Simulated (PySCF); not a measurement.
# AlSn+: bond curves at several levels of theory

What are the lowest state that PBE0 finds, the bond length, vibrational wavenumber and bond energy of AlSn+, and how much do these hang on the method?

Method: Al cc-pV(D+d)Z, Sn cc-pVDZ-PP with ECP28, scalar-relativistic core potentials; program: PySCF 2.14.0.

### 1 Set-up

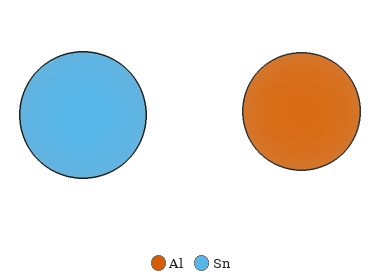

The two atoms at the starting distance (aluminium orange, tin blue).

The job is set up so:

| Item | Value |
| --- | --- |
| atoms | Al, Sn |
| charge | 1 |
| basis | Al cc-pV(D+d)Z, Sn cc-pVDZ-PP with ECP28 |
| Hamiltonian | scalar-relativistic core potentials |
| basis functions | 46 |
| electrons treated | 34 |
| masses in u | 26.9815, 119.9022 |
| levels | PBE0, PBE, r²SCAN, B97-3, MN15, M06-L, HF, MP2, SCS-MP2, CCSD, CCSD(T) |
| grid | 80 radial by 434 angular points |
| occupations | held fixed by the projection of orbital angular momentum |
| dissociation limit | Al+ + Sn, each in its ground configuration |
| starting distance in angstrom | 2.645 |
| values of 2S to try | 0, 2 |

Launch:

```bash
$ OMP_NUM_THREADS=1 python dia.py task.json out
```

Further steps of the session: The PBE0 curve of the state that the search chose; Excited determinants; PBE; r²SCAN (meta-GGA); B97-3 (global hybrid GGA); MN15 (hybrid meta-GGA); M06-L (meta-GGA); UHF; Correlated methods on the Hartree–Fock reference.

Q: Predict the outcome of this session. Wanted: for each run, Re; ωe; De; μ.

**Answer**, as computed:

Lowest PBE0 solution found, without spin–orbit coupling: ³Π (triplet), unpaired electrons σ ↑, π ↑. State 2 has its PBE0 minimum 0.18 eV higher, as a spin-mixed determinant (⟨S²⟩ = 1.02), so this is no gap between pure states. State 3 has its PBE0 minimum 0.37 eV higher. State 4 has its PBE0 minimum 0.59 eV higher, as a spin-mixed determinant (⟨S²⟩ = 1.01), so this is no gap between pure states. The other levels ran on the lowest alone.

```
      level  Re (Å)  ωe (cm⁻¹)  De (eV)  μ (D)
        UHF   3.211      130.3     0.73  -6.27
    UHF-MP2   3.095      145.2     0.88    n/a
UHF-SCS-MP2   3.123      140.0     0.83    n/a
   UHF-CCSD   3.109      146.7     0.90    n/a
UHF-CCSD(T)   3.086      151.2     0.95    n/a
        PBE   3.017      161.7     1.43  -4.61
     r²SCAN   2.989      165.9     1.36  -4.81
      M06-L   2.992      162.8     1.39  -4.54
       PBE0   3.005      163.3     1.30  -4.89
      B97-3   3.042      155.1     1.24  -5.04
       MN15   3.082      136.1     1.08  -5.72
```

De is counted to Al+ + Sn in their ground configurations. A positive dipole points from Al to Sn; in an ion it is taken about the centre of mass and does not tell which atom is negative.

In words: Bond lengths run from 2.989 Å (r²SCAN) to 3.211 Å (UHF). CCSD(T) can't serve as the judge here: for a weak bond in this basis it is far from its limit. Of the levels with a De here, UHF gives the least (0.73 eV) and PBE the most (1.43 eV).

Correlated steps freeze 9 core orbitals. These are scalar-relativistic numbers at best; spin–orbit coupling would shift them, the dissociation energy most.
